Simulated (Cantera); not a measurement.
A closed system holds: 1 mol Si2H6, 0.28 mol HCl, 160 mol H2, held at 1.33 mbar.

These are equilibrium values from Cantera (NASA tables, ideal gas, pure condensed phases), not measurements of a reactor. Candidate condensed phases: Si; 19 gas species. The feed counts by its element totals alone. The tables' values for SiCl are old estimates; treat these amounts as uncertain. Gases not in the tables: Si2H6 and higher silanes. Equilibrium is a limit: real reactors are often held back by kinetics, nucleation or transport.

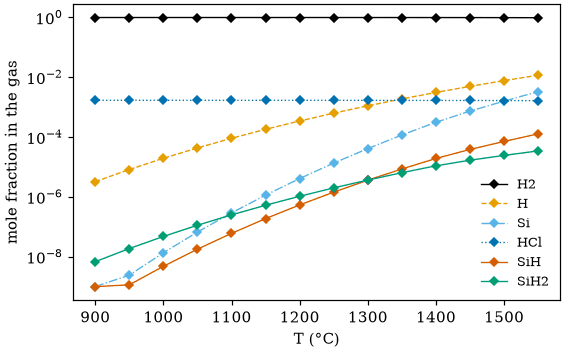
Figure. Equilibrium gas composition (values under 1e-9 drawn at 1e-9)

Q: Read off the mole fractions at 1400 °C.

A: H2 about 0.99, H about 0.0031, HCl about 0.0017, Si about 0.00031, SiH about 1.9e-5, SiH2 about 1.1e-5.
